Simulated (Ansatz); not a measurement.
# Predicting a hybrid from its neighbours: C3H7N (cyclopropylamine)

C3H7N has 11 atoms, charge 0, and is taken as a singlet. SMILES: `NC1CC1`. Geometry: relaxed at PBE0-D4/def2-TZVP. This is one conformer, not always the lowest.

The HOMO–LUMO gap y, in eV, basis 6-31G(d); a is the functional's share of exact exchange. Programs: Ansatz 0.2.0.

| functional | program | a | y (eV) |
| --- | --- | --- | --- |
| PBE | Ansatz | 0 | 6.85 |
| BLYP | Ansatz | 0 | 6.69 |
| B3LYP | Ansatz | 0.2 | 8.78 |
| PBE0 | Ansatz | 0.25 | 9.45 |
| r2SCAN0 | Ansatz | 0.25 | ? |
| BHLYP | Ansatz | 0.5 | 11.78 |

**Question.** Fit y = c + s·a to the known rows and predict r2SCAN0.

**Answer.** 
1. Means of the 5 rows: a = 0.1900, y = 8.710.
2. Σ(Δa)² = 0.172, Σ(Δa·Δy) = 1.734, so the slope is 1.734/0.172 = 10.081.
3. Intercept: 8.710 − (10.081) × 0.1900 = 6.795. The largest residual of the fit is 0.13.
4. r2SCAN0: 6.795 + (10.081) × 0.25 = 9.32 eV.

The run gave 10.08 eV, so the prediction is off by -0.76 eV, more than the scatter of the fit. Exact exchange lowers occupied levels and raises empty ones. The rows mix families of semi-local functionals, which the line can't see.

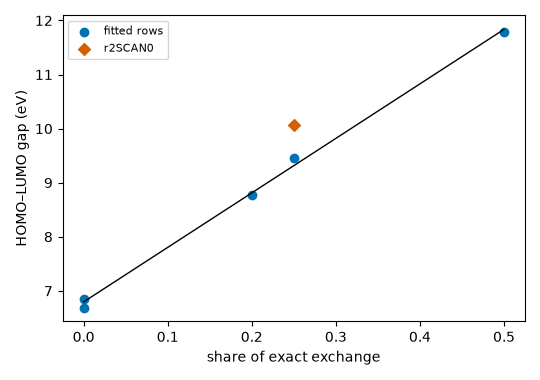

The fitted line, with the withheld row.
